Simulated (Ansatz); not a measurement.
**ZrC under a change: C on a Zr site (antisite)**

Start from a 16-atom supercell of ZrC in the rock salt structure (space group Fm-3m, No. 225; a = 4.711 Å) at its relaxed geometry.

Perturbation: one Zr atom is replaced by C, atoms relaxed at fixed cell, starting from a slightly rattled geometry.

Level of theory: r2SCAN/PAW in Ansatz (a quantum-chemistry and plane-wave program), scalar-relativistic without spin-orbit coupling. Γ-centred 6×6×6 mesh, Fermi–Dirac width 0.05 eV.

| quantity | base | changed | shift |
|---|---|---|---|
| pressure | 0.0 GPa | 1.9 GPa | +1.82 GPa |
| largest displacement of a host atom from its site in the perfect cell | – | 0.38 Å | – |
| shift of the substituted atom off its lattice site | – | 1.29 Å | – |

Final structure:

```yaml
crystal:
  lattice:
    - [0.00000, 4.71144, 4.71144]
    - [4.71144, 0.00000, 4.71144]
    - [4.71144, 4.71144, 0.00000]
  atoms:
    - { symbol: C, position: [0.99765, 0.99578, 0.00985] }
    - { symbol: C, position: [0.97890, 0.97904, 0.52189] }
    - { symbol: C, position: [0.95382, 0.51566, 0.01393] }
    - { symbol: C, position: [0.97887, 0.51928, 0.52186] }
    - { symbol: C, position: [0.46783, 0.05073, 0.03291] }
    - { symbol: C, position: [0.48683, 0.98265, 0.54695] }
    - { symbol: C, position: [0.46780, 0.44759, 0.03296] }
    - { symbol: C, position: [0.49092, 0.50250, 0.50311] }
    - { symbol: C, position: [0.43469, 0.24915, 0.06606] }
    - { symbol: Zr, position: [0.24151, 0.25239, 0.75459] }
    - { symbol: Zr, position: [0.22526, 0.74916, 0.27548] }
    - { symbol: Zr, position: [0.24151, 0.75051, 0.75464] }
    - { symbol: Zr, position: [0.74614, 0.24593, 0.25922] }
    - { symbol: Zr, position: [0.78857, 0.24914, 0.71219] }
    - { symbol: Zr, position: [0.74611, 0.74779, 0.25926] }
    - { symbol: Zr, position: [0.74631, 0.74917, 0.75444] }
```

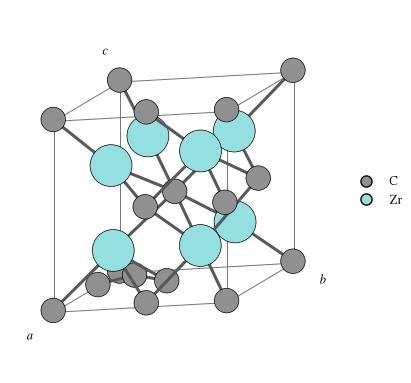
The relaxed cell after the change

Cost of the whole job for the changed cell (relaxation, final SCF and bands): roughly 30 core-minutes.

The cell is small, so the values are those of an ordered compound at a high defect concentration; dilute-limit values will differ. All final runs are without spin polarisation. The defect cell is not spin-polarised.
